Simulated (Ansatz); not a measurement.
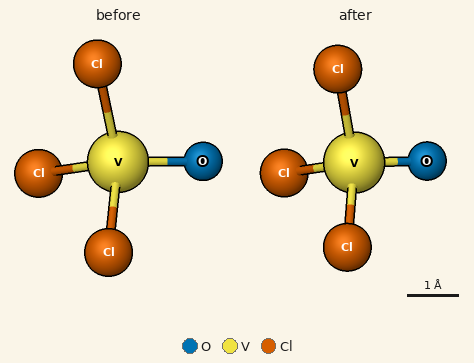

The structure of VOCl$_{3}$ (coarse preliminary run) before (left) and after (right) a relaxation, at one scale.

The picture is a ball-and-stick view, seen from a free direction.

The start comes from a force field.

Theory: RKS PBE-D4/def2-SVP in Ansatz. (force threshold 0.03 eV/Å; at most 200 steps)

> Describe what moved and what it gained.

The energy falls by 43.5 kcal/mol in 4 geometry steps. Largest force component: 6.2 eV/Å at the start, 0.0014 eV/Å at the end. The O atom moves most after the best rigid fit: 0.27 Å. By element the largest moves are O 0.27 Å, Cl 0.22 Å, V 0.03 Å. Among the contacts that change: O–V 1.806 → 1.558 Å, Cl–V 2.351 → 2.147 Å, Cl–V 2.305 → 2.147 Å. Among the angles between lasting bonds that change: Cl–V–Cl 107.4° → 110.9°, O–V–Cl 110.8° → 108.0°, O–V–Cl 110.2° → 108.0°.
